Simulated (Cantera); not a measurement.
Charge: 1 mol S, 0.14 mol H₂O, 0.19 mol H₂, equilibrated at 140 Pa.

Method: chemical equilibrium by Gibbs-energy minimisation in Cantera with the NASA 1993 tables (ideal gas, pure condensed phases). Candidate condensed phases: H₂O, H₂SO₄, S; 19 gas species. Rates play no part.

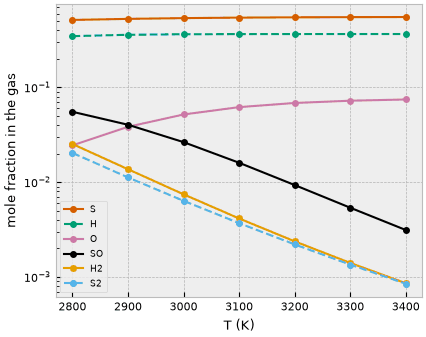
Figure. Equilibrium gas composition (values under 1e-9 drawn at 1e-9)

From 2800 K to 3400 K nothing is condensed.
